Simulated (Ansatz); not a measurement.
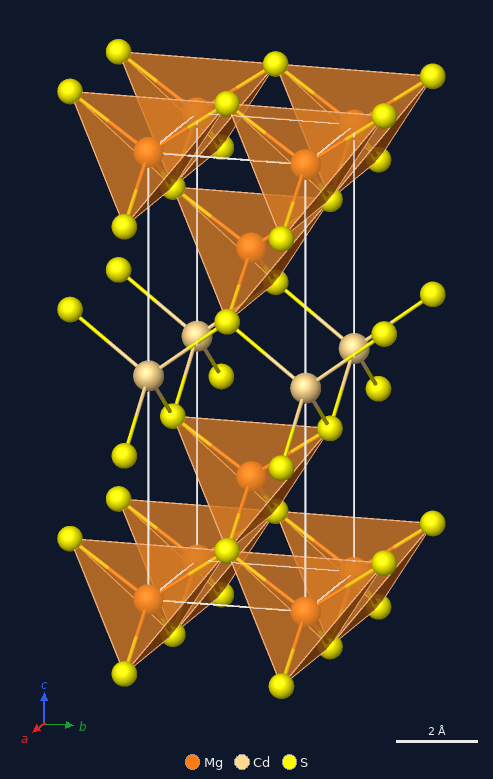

The image is a polyhedral drawing of a crystal, viewed slightly off an axis. Lines trace the edges of the conventional unit cell. A few atoms beyond the faces are included.

Mg$_{3}$CdS$_{4}$, space group P-4m2 (No. 115), a = 4.077 Å, b = 4.077 Å, c = 11.460 Å, α = 90.00°, β = 90.00°, γ = 90.00°. Its origin is a structure type filled with these elements by a generator (whether the compound takes this form wasn't checked). Earlier steps of the study may have refined or changed the cell and positions. Ansatz was used for an electronic-structure calculation on it.

This one geometry was computed with Ansatz (DFT, plane waves, PAW) at three levels of theory: LDA, PBE and r2SCAN.

**Which level gives the highest pressure at this volume, and what does that say about its equilibrium volume?**

Highest: PBE (0.0 GPa), which points to the largest equilibrium volume. Lowest, with the smallest volume: LDA (-3.5 GPa). Levels within 0.5 GPa of each other can't be told apart.

**How does the band gap change with the level of theory?**

LDA: a gap of 2.27 eV, direct; PBE: a gap of 2.53 eV, direct; r2SCAN: a gap of 3.09 eV, direct.

**Collect the results in a table.**

| level | cutoff (eV) | k-mesh of the run's cell | gap (eV) | pressure (GPa) |
| --- | --- | --- | --- | --- |
| LDA | 420 | 6×6×2 | 2.27 | -3.5 |
| PBE | 420 | 6×6×2 | 2.53 | 0.0 |
| r2SCAN | 500 | 6×6×2 | 3.09 | -1.2 |

Gaps are taken on the k-mesh or band path of each run.
